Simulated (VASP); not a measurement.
Band structure of Ni3Al (L1_2). Level of theory: vdW-DF-cx, VASP's PBE PAW potentials (set 64) (plane waves; VASP).

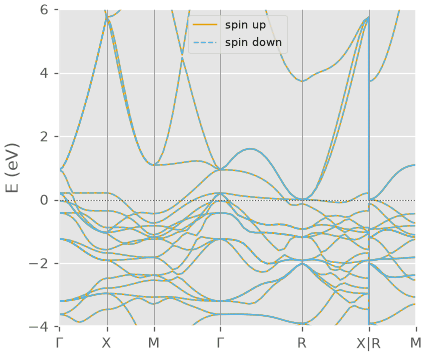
Fig. 1. Bands along high-symmetry lines, zero at the valence-band maximum or, without a gap, the Fermi level

**Question.** Read the plot: is there a gap, and where are the band edges?

**Answer.** It has no gap at this level: it comes out as a metal or semimetal. (Edges off the drawn lines would not show.)

The compound is Ni3Al in the L1_2 structure. It was relaxed first.
